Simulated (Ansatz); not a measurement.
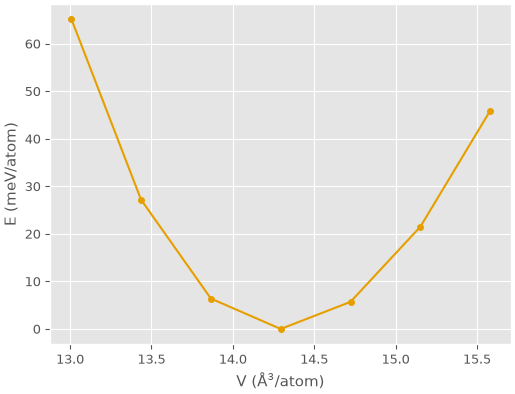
*NiSe (NiAs type, P6_3/mmc) under volume change, plane-wave PAW LDA (Ansatz code), shape and atoms relaxed at each volume.*

**Question.** What does a third-order Birch–Murnaghan fit give for V₀, B₀ and B′?

**Answer.** V₀ = 14.29 Å³/atom, B₀ = 150 GPa, B′ = 4.8.

The first step of the workflow began from a Materials Project structure, measured or hypothetical; the Crystallography Open Database files this formula in space group No. 194, but the cells were not matched. Whether it is the stable phase at ambient conditions was not checked. The cell was relaxed with LDA under the symmetry of its start; of distortions, only those at the zone centre were tested. No spin polarisation was allowed.

Potentials: the later of the program's two PAW sets.
